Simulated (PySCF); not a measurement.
C3H12GeO2Si, SMILES C[Si](O)(O)C[CH2][GeH3] at its GFN2-xTB optimised geometry (Å):

```
19

Si    -2.5129    -1.8866    -2.9501
C     -4.4123    -1.8434    -2.8679
O     -1.9263    -3.4010    -2.8926
O     -1.9886    -1.2911    -4.3872
C     -1.7385    -0.9708    -1.4735
C     -0.2120    -1.0000    -1.5137
Ge     0.5779    -0.0177     0.0000
H     -4.7826    -2.4131    -2.0229
H     -4.8479    -2.2717    -3.7661
H     -4.7952    -0.8324    -2.7699
H     -1.8357    -3.9019    -3.6992
H     -2.2088    -0.4031    -4.6511
H     -2.0791     0.0675    -1.4531
H     -2.0772    -1.4194    -0.5391
H      0.1298    -2.0352    -1.4961
H      0.1446    -0.5703    -2.4514
H      0.1486     1.4194     0.0000
H      0.1393    -0.5784     1.3169
H      2.0772    -0.0177     0.0000
```

Calculation: PBE0/def2-SVP run with PySCF. Cells within 0.4 Å of a nucleus heavier than hydrogen are left out (blank, or x).

Map of the Laplacian of the electron density (e/bohr⁵), clipped to [-1.50, 1.50] on the plane z = 0.0 Å:

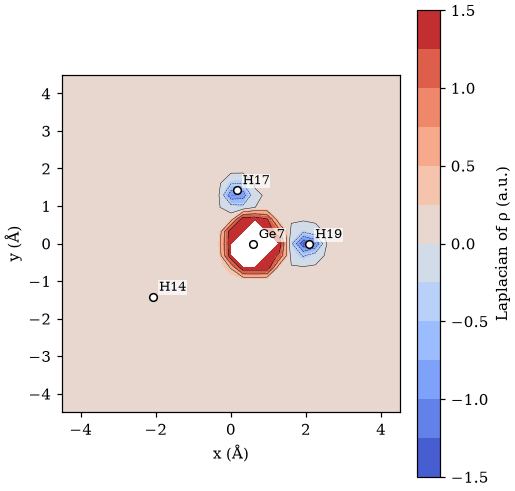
Laplacian of the electron density (e/bohr⁵), clipped to [-1.50, 1.50] on the plane z = 0.0 Å.
